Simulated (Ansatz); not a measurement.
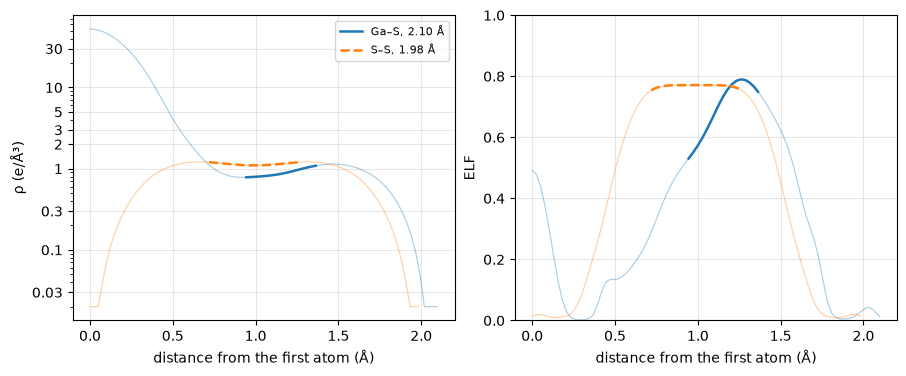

Figure. GaS5. Valence electron density and ELF along straight lines between neighbouring atoms. Thin, pale parts lie inside the atomic spheres.

Space group P4mm; a structure generated by program, which may or may not match a known phase; computed without spin polarisation.

The calculation used DFT PBE, scalar-relativistic, plane waves, PAW (Ansatz 0.2.0).

In a PAW calculation such maps are meaningful between the atoms, not at the nuclei.

```xyz
6
Lattice="5.8967 0.0000 0.0000 0.0000 5.8967 0.0000 0.0000 0.0000 6.8187" Properties=species:S:1:pos:R:3 pbc="T T T"
Ga    2.9484    2.9484    1.9575
S     0.9916    2.9484    3.7250
S     4.9051    2.9484    3.7250
S     2.9484    0.9916    3.7250
S     2.9484    4.9051    3.7250
S     2.9484    2.9484    6.6788
```

Q: Compare the contacts.

A: Ga–S (2.10 Å): ρ is about 0.81 e/Å³ halfway; the ELF peaks at about 0.80 in the valence shell of S, 0.8 Å from its nucleus, and is about 0.60 at the midpoint.
S–S (1.98 Å): ρ at the midpoint is about 1.1 e/Å³; the ELF peaks at about 0.75 between the atoms.
